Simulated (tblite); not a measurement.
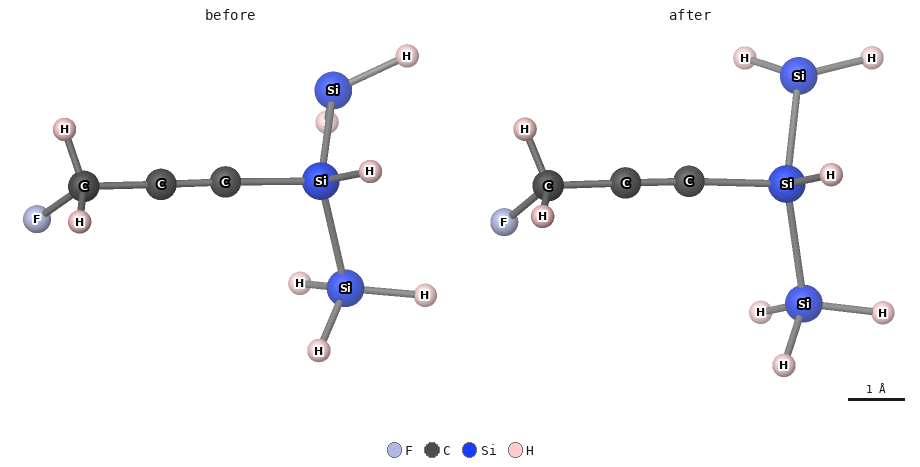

The structure of C$_{3}$H$_{8}$FSi$_{3}$ (multiplicity 2) before (left) and after (right) a relaxation, at one scale.

Style: ball-and-stick. Shown from a free direction.

These are results of GFN2-xTB geometry optimisation, gas phase (tblite 0.8.0), not measurements. 

Summarise the run.

The largest move after the best rigid fit is that of an H atom, 1.48 Å. By element the largest moves are H 1.48 Å, Si 0.36 Å, F 0.18 Å, C 0.16 Å. Some distances before and after: Si–Si 2.249 → 2.329 Å, Si–Si 2.230 → 2.287 Å, C–Si 1.821 → 1.859 Å, H–Si 1.489 → 1.466 Å. Among the angles between lasting bonds that change: Si–Si–Si 106.0° → 125.0°, Si–Si–H 109.8° → 120.0°, Si–Si–H 108.5° → 118.4°. Groups turn about Si–Si by about 45°. After 108 geometry steps the energy has fallen by 0.348 eV. The run took 0.94 s on 1 thread of Arm Neoverse V1, on a shared host.
